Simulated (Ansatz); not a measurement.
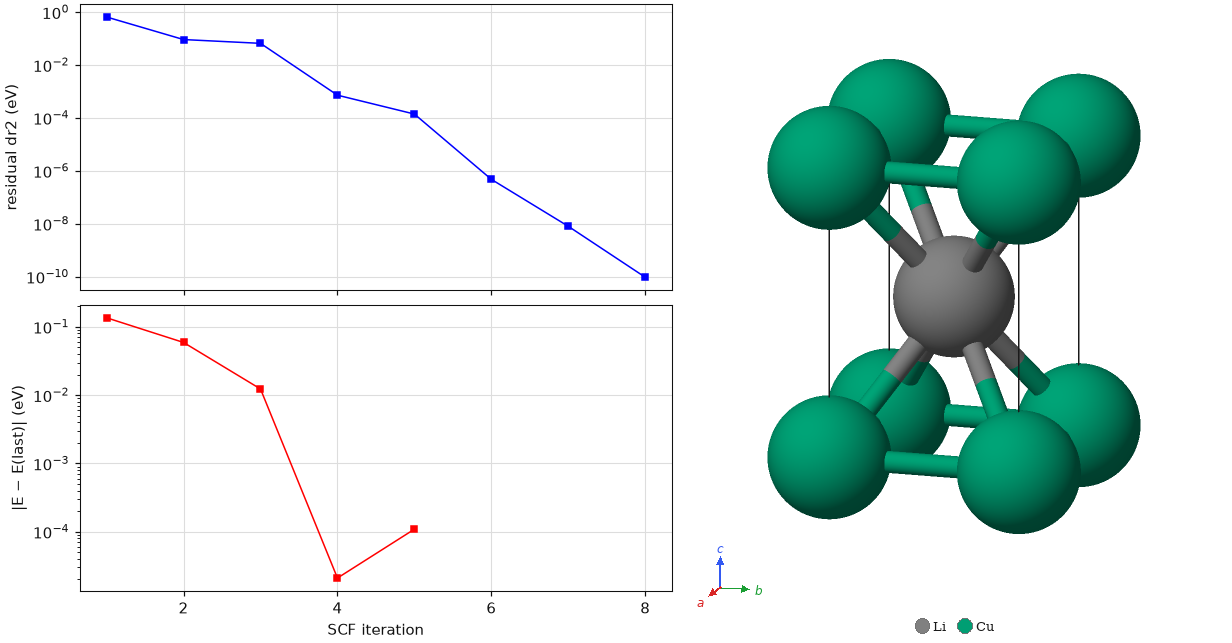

Beside the plot: the structure in its conventional cell.

The plot shows the SCF iterations of a calculation: density residual dr2, distance of the Harris–Foulkes energy from its last value. Energy differences below 3 × 10⁻⁶ eV aren't drawn. The starting density is a sum of atomic densities corrected by a trained network.

LiCu (2 atoms in the cell), run with Ansatz.

```
crystal:
  lattice:
    - [1.80517516, 0.0, 0.0]
    - [0.0, 1.80517516, 0.0]
    - [0.0, 0.0, 2.71528822]
  atoms:
    - { symbol: Li, position: [0.5, 0.5, 0.5] }
    - { symbol: Cu, position: [0.0, 0.0, 0.0] }
basis:
  ecutwfc: 420
kpoints:
  mp_grid: { grid: [20, 20, 16] }
hamiltonian:
  xc: pbe
scf:
  occupations: { method: gaussian, width: 0.1 }
  max_iter: 50
output:
  forces: true
  eigenvalues: true
  stress: true
```

Launched with:
```bash
ansatz run input.yaml --threads 1 --pin off --max-ram 2048MiB --backend cpu --events-out ev --progress --plain --runs-dir out
```

Q: How did this run end?

A: It converged, after 8 iterations. The residual falls at every step.

Q: Read the residual at the first and at the last step drawn.

A: It starts near 0.7 and ends near 9 × 10⁻¹¹ eV.

Q: Is anything amiss with this input?

A: The input holds a fault (a lattice far too small). The SCF closed all the same, which doesn't make the results meaningful for the real system.
